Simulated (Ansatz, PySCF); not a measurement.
GeH4 (SMILES [GeH4]) and GeH4 (SMILES [GeH4]) are pulled apart as rigid monomers along the line of their centres of mass, from the B3LYP-D3(BJ)/def2-TZVP minimum. Starting geometry (charge 0, multiplicity 1):
```xyz
10

Ge     0.1062     0.0277     0.0037
H     -0.2452     1.4544     0.4496
H     -1.0035    -0.9338     0.4526
H      1.4344    -0.3935     0.6489
H      0.2396    -0.0169    -1.5257
Ge    -0.1062    -0.0278     4.0963
H      0.3029    -1.4311     3.6268
H     -1.4480     0.3520     3.4535
H      0.9659     0.9848     3.6686
H     -0.2462    -0.0156     5.6257
```

Interaction energies with rigid monomers; basis-set methods are counterpoise corrected unless marked otherwise.

Rows in 6-31G* carry no dispersion term and start afresh at each structure (6-31G* with six Cartesian d functions); the Pople sets are all-electron and without relativity. MP2/6-31G* freezes PySCF's default core, which leaves 3d correlated.

The values were computed with Ansatz (Gaussian orbitals); PySCF for 6-31G* rows. Values without a source in brackets are computed.

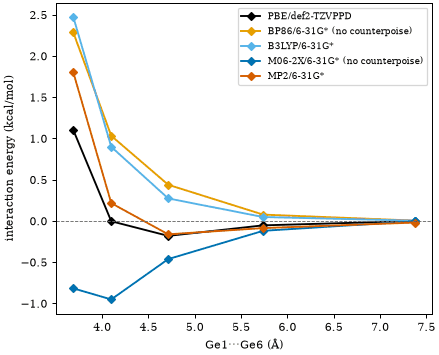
*Interaction energy against separation*

Problem. Which level binds most strongly at Ge1···Ge6 = 4.10, and by how much?

Solution. M06-2X/6-31G* (no counterpoise), -1.0 kcal/mol.

Ansatz is a first-principles code.
